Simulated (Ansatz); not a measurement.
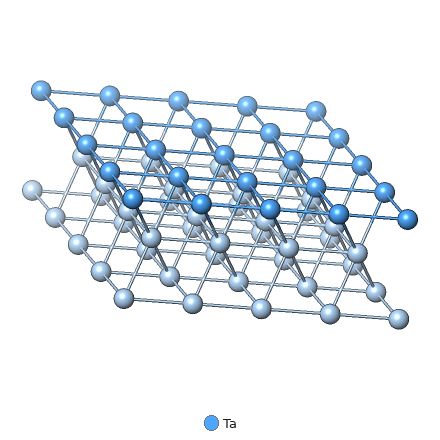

The system is Li on a Ta(110) slab cut from the Im-3m phase, its upper half relaxed before the scan (12 atoms of substrate and one adsorbate in a 2 × 2 cell); the picture shows it without the atoms that are moved over the map. Li is moved over the surface cell; relaxed at each place: the height of the adsorbate's atoms; substrate rigid; the origin of the map has the adsorbate above Ta9. Places are given modulo a cell vector. The map is drawn in real space over the plane of the surface. The grid has 6 × 6 points; 13 points were computed and 23 follow by symmetry. Places are given in fractions of the 1 × 1 surface cell. Energies are in meV, from the lowest grid point. Computed with DFT PBE, scalar-relativistic, plane waves, PAW in Ansatz 0.2.0. Settings: cutoff 420 eV, k-mesh 5×5×1, gaussian smearing 0.1 eV, no spin polarisation.

Range: position of Li13 along the first surface vector from 0.000 to 0.833; position of Li13 along the second surface vector from 0.000 to 0.833.

Q: Predict the map.

A: The lowest grid point is at a bridge site between two Ta atoms, over a second-layer Ta atom, (3/6, 3/6) of the cell vectors. It is the only kind of minimum in the scanned range. The highest grid point, the top site over a surface Ta atom, (0/6, 0/6) of the cell vectors, lies 243 meV above the lowest. On the interpolated surface the easiest way out of the lowest well to its copy in the next cell or period passes a barrier of about 75 meV. At the lowest point the adsorbate has 2 Ta at 2.93 Å as nearest neighbours, at the highest 1 Ta at 2.64 Å. Its relaxed height above the top atom is 2.42 Å at the lowest and 2.64 Å at the highest point.

```tsv
second ↓, first →	0/6	1/6	2/6	3/6	4/6	5/6
5/6	206	152	75	58	122	193
4/6	122	75	22	21	74	122
3/6	75	58	21	0	21	58
2/6	122	122	74	21	22	75
1/6	206	193	122	58	75	152
0/6	243	206	122	75	122	206
```

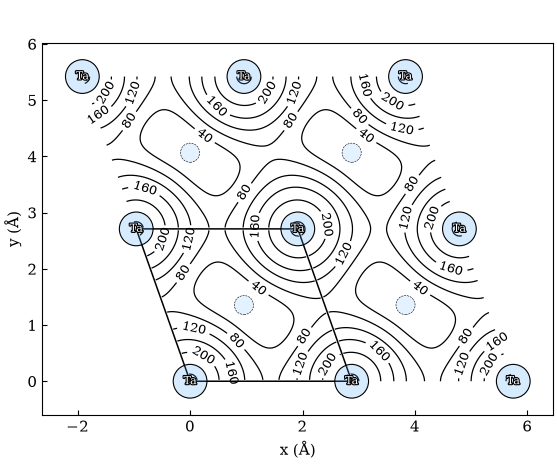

In the figure: contour lines labelled in meV, labelled circles for the atoms of the top layer and small ones for the second layer, the outline of one cell of the 2 × 2 shown. Between grid points the surface is interpolated.

Each point was launched as `ansatz run input.yaml --threads 4 --pin off --max-ram 12288MiB --backend cpu --events-out ev --progress --plain --runs-dir out`. The whole map (13 points run) took 25 min on 4 threads of Arm Neoverse N1, on a shared host.

PAW datasets: the set soft_1.
